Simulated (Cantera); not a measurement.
A closed system holds: 1 mol Si2Cl6, 31 mol NH3, 9.7 mol H2, equilibrated at 0.130 bar.

These are equilibrium values from Cantera (NASA tables, ideal gas, pure condensed phases), not measurements of a reactor. Candidate condensed phases: NH4Cl, Si, Si3N4; 28 gas species. The feed counts by its element totals alone. The tables' values for SiCl, SiCl3, SiN are old estimates; treat these amounts as uncertain. Gases not in the tables: Si2H6 and higher silanes. Kinetics and transport are ignored.

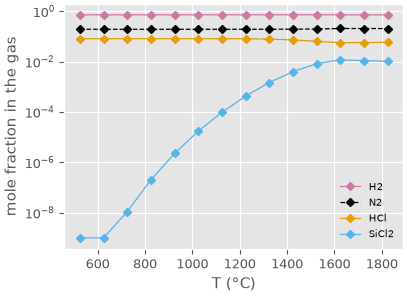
Figure: Equilibrium gas composition (values under 1e-9 drawn at 1e-9)

Question: Read off the mole fractions at 1725 °C.

Answer: H2 about 0.72, N2 about 0.21, HCl about 0.057, SiCl2 about 0.011.
